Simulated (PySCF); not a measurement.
BF3, SMILES `FB(F)F`.

Computed with PySCF, PBE0/cc-pVTZ, geometry: GFN2-xTB. This is a single-reference result, which may miss multireference character in this system. No frequency check shows the geometry to be a minimum.

The calculation's input:

```python
import numpy as np
from pyscf import gto, scf, dft, lo
from pyscf.data.elements import chemcore

def solve(mol, dm0=None, hcore=None):
    mf = (dft.UKS if mol.spin else dft.RKS)(mol, xc='pbe0')
    mf.grids.level = 3
    mf = mf.density_fit(auxbasis='def2-universal-jkfit')
    mf.conv_tol, mf.max_cycle = 1e-8, 80
    if hcore is not None:
        mf.get_hcore = lambda *args: hcore
    mf.kernel(dm0)
    if not mf.converged:
        mf = mf.newton().run(mf.mo_coeff, mf.mo_occ, max_cycle=30)
    assert mf.converged, 'SCF not converged'
    return mf

mol = gto.M(atom='''
F     -1.29971    -0.04218     0.00000
B      0.00002     0.00000     0.00000
F      0.61332     1.14667     0.00000
F      0.68638    -1.10449     0.00000
''', basis='cc-pvtz', charge=0, spin=0, verbose=4)
mf = solve(mol)
occ_all = mf.mo_coeff[:, mf.mo_occ > 0]
occ = occ_all[:, chemcore(mol):]
pm = lo.PM(mol, occ, pop_method='meta_lowdin')
loc = pm.kernel()
for _ in range(5):
    new, stable = pm.stability_jacobi(return_status=True)
    if stable:
        break
    loc = pm.kernel(new)
fock, s = mf.get_fock(), mf.get_ovlp()
ortho = lo.orth_ao(mol, 'meta_lowdin')
labels = mol.ao_labels(fmt=None)
vir = loc[:, :0]
both = np.hstack([loc, vir])
p = (ortho.T @ s @ both) ** 2
pop = np.array([p[[l[0] == a for l in labels]].sum(0) for a in range(mol.natm)])
spd = np.array([[p[[l[0] == a and l[2][-1] == k for l in labels]].sum(0) for k in 'spd'] for a in range(mol.natm)])
eps = np.einsum('pi,pq,qi->i', both, fock, both)
for i in np.argsort(eps):
    top = np.argsort(-pop[:, i])[:3]
    print('%3d %s %9.4f Eh ' % (i + 1, 'occ' if i < loc.shape[1] else 'vir', eps[i]), '  '.join('%s%d %.3f' % (mol.atom_symbol(a), a + 1, pop[a, i]) for a in top))
np.savez('result.npz', c=both, nocc=loc.shape[1], pop=pop, spd=spd, eps=eps, e=mf.e_tot)
```

Launched as:

```sh
OMP_NUM_THREADS=1 python input.py
```

The run took 3.7 s on 1 thread of Intel(R) Xeon(R) 6975P-C (Granite Rapids) (shared host), peak memory 0.41 GiB.

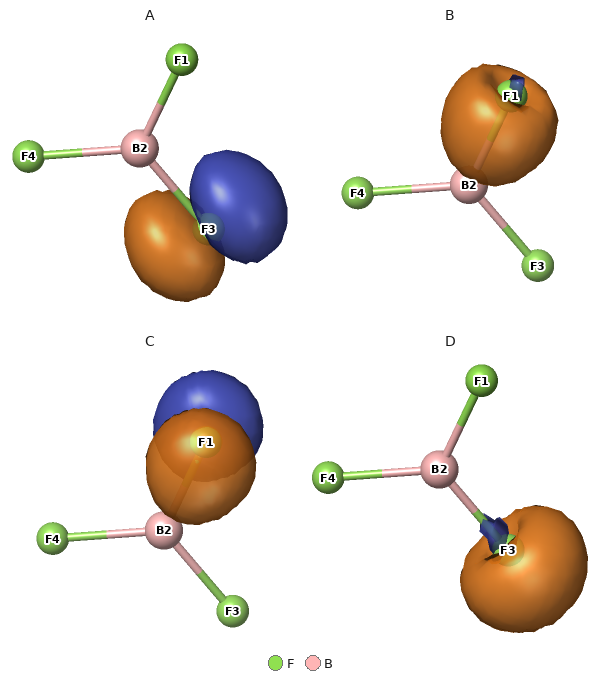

Pipek–Mezey orbitals, occupied; each surface holds about 80 % of the orbital's density. Energies are diagonal elements of the Fock matrix.

**What does each orbital represent in a Lewis picture?**

By panel:
- A: lone pair on F3 (p-type) (F3 96 %, B2 4 %; −13.4 eV)
- B: σ bond F1–B2 (F1 76 %, B2 24 %; −29.2 eV)
- C: lone pair on F1 (p-type) (F1 92 %, B2 8 %; −13.8 eV)
- D: lone pair on F3 (sp1-type) (F3 99 %; −21.9 eV)

**Which has the smallest and which the largest spatial spread?**

Smallest: B (0.57 Å); largest: C (0.74 Å).

**How do all the valence pairs divide up?**

12 pairs: 9 lone pairs and 3 σ bonds.
